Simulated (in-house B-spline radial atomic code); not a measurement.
# La²⁺: a fraction of an electron moved 5d → 5f

How does the PW91 energy of La²⁺ change when part of an electron is moved 5d → 5f?

Program: in-house B-spline radial atomic code version 1. Level of theory: scalar-relativistic (spin-free one-electron X2C) PW91, spin-polarised, spherical fractional occupations, Fermi nucleus, basis-set limit. These are calculated values, not measurements, unless marked.

### Step 1. The system

| Property | Result |
| --- | --- |
| element | lanthanum (Z = 57) |
| charge | +2 |
| electrons | 55 |
| configuration | [Xe] 5d1 |
| Hamiltonian | scalar-relativistic (X2C) |
| nucleus | Fermi, rms radius 4.855 fm |

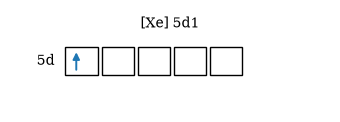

Occupation of the outer shells (arrows by Hund's rule).

Where spins are not typed, each open shell is filled with up spins first.

### Step 2. The start, at fraction 0

Settings of the run:

```ini
Z = 57
electrons = 55.0
configuration = [Xe] 5d1
hamiltonian = x2c
method = pw91,pw91
spin_polarised = True
nucleus = fermi
rms_radius = 4.855
mass_number = 139
atomic_mass = 138.906362927
speed_of_light = 137.035999084
```

### Step 3. 0.125 electron moved 5d → 5f

Changes to the settings of step 2:

```diff
@@ -2,3 +2,3 @@
 electrons = 55.0
-configuration = [Xe] 5d1
+configuration = [Xe] 5d0.875 5f0.125
 hamiltonian = x2c
```

### Step 4. 0.25 electron moved 5d → 5f

Changes to the settings of step 3:

```diff
@@ -2,3 +2,3 @@
 electrons = 55.0
-configuration = [Xe] 5d0.875 5f0.125
+configuration = [Xe] 5d0.75 5f0.25
 hamiltonian = x2c
```

### Step 5. 0.375 electron moved 5d → 5f

Changes to the settings of step 4:

```diff
@@ -2,3 +2,3 @@
 electrons = 55.0
-configuration = [Xe] 5d0.75 5f0.25
+configuration = [Xe] 5d0.625 5f0.375
 hamiltonian = x2c
```

### Step 6. 0.5 electron moved 5d → 5f

Changes to the settings of step 5:

```diff
@@ -2,3 +2,3 @@
 electrons = 55.0
-configuration = [Xe] 5d0.625 5f0.375
+configuration = [Xe] 5d0.5 5f0.5
 hamiltonian = x2c
```

### Step 7. 0.625 electron moved 5d → 5f

Changes to the settings of step 6:

```diff
@@ -2,3 +2,3 @@
 electrons = 55.0
-configuration = [Xe] 5d0.5 5f0.5
+configuration = [Xe] 5d0.375 5f0.625
 hamiltonian = x2c
```

### Step 8. 0.75 electron moved 5d → 5f

Changes to the settings of step 7:

```diff
@@ -2,3 +2,3 @@
 electrons = 55.0
-configuration = [Xe] 5d0.375 5f0.625
+configuration = [Xe] 5d0.25 5f0.75
 hamiltonian = x2c
```

### Step 9. 0.875 electron moved 5d → 5f

Changes to the settings of step 8:

```diff
@@ -2,3 +2,3 @@
 electrons = 55.0
-configuration = [Xe] 5d0.25 5f0.75
+configuration = [Xe] 5d0.125 5f0.875
 hamiltonian = x2c
```

### Step 10. 1 electron moved 5d → 5f

Changes to the settings of step 9:

```diff
@@ -2,3 +2,3 @@
 electrons = 55.0
-configuration = [Xe] 5d0.125 5f0.875
+configuration = [Xe] 5f1
 hamiltonian = x2c
```

**Question.** How does the energy change with the fraction, and which way and how far does it bend from the straight line between the ends?

The runs gave:

| fraction | energy change (eV) | less the straight line (eV) | level 5d up (eV) | level 5f up (eV) | sum of <r²> (bohr²) |
| --- | --- | --- | --- | --- | --- |
| 0 | 0.0000 | 0.0000 | -15.045 | empty | 47.488 |
| 0.125 | 1.2867 | -0.1026 | -15.502 | -5.013 | 52.378 |
| 0.25 | 2.6143 | -0.1643 | -15.950 | -5.212 | 56.959 |
| 0.375 | 3.9695 | -0.1984 | -16.386 | -5.444 | 61.074 |
| 0.5 | 5.3494 | -0.2077 | -16.808 | -5.671 | 64.732 |
| 0.625 | 6.7538 | -0.1926 | -17.216 | -5.882 | 67.973 |
| 0.75 | 8.1828 | -0.1529 | -17.609 | -6.078 | 70.852 |
| 0.875 | 9.6364 | -0.0886 | -17.989 | -6.262 | 73.427 |
| 1 | 11.1143 | 0.0000 | empty | -6.436 | 75.753 |

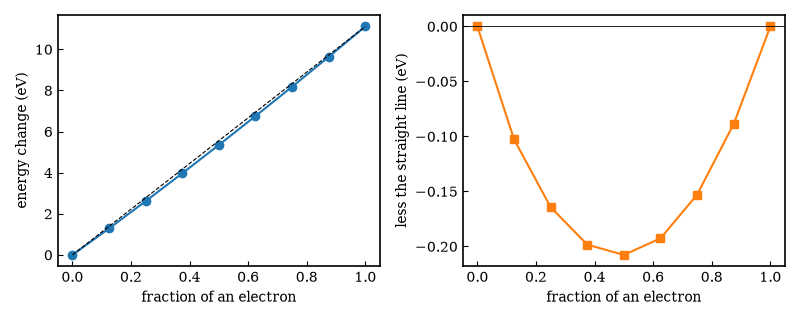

Energy against the fraction, with the straight line between the ends (left), and the difference from it (right).

What this shows: From fraction 0 to 1 the energy changes by 11.114 eV. It sags under the straight line by up to 0.21 eV (at 0.5). Slater's transition state, the slope from the orbital energies at fraction 0.5 (Janak's theorem), gives 11.137 eV for the whole step.
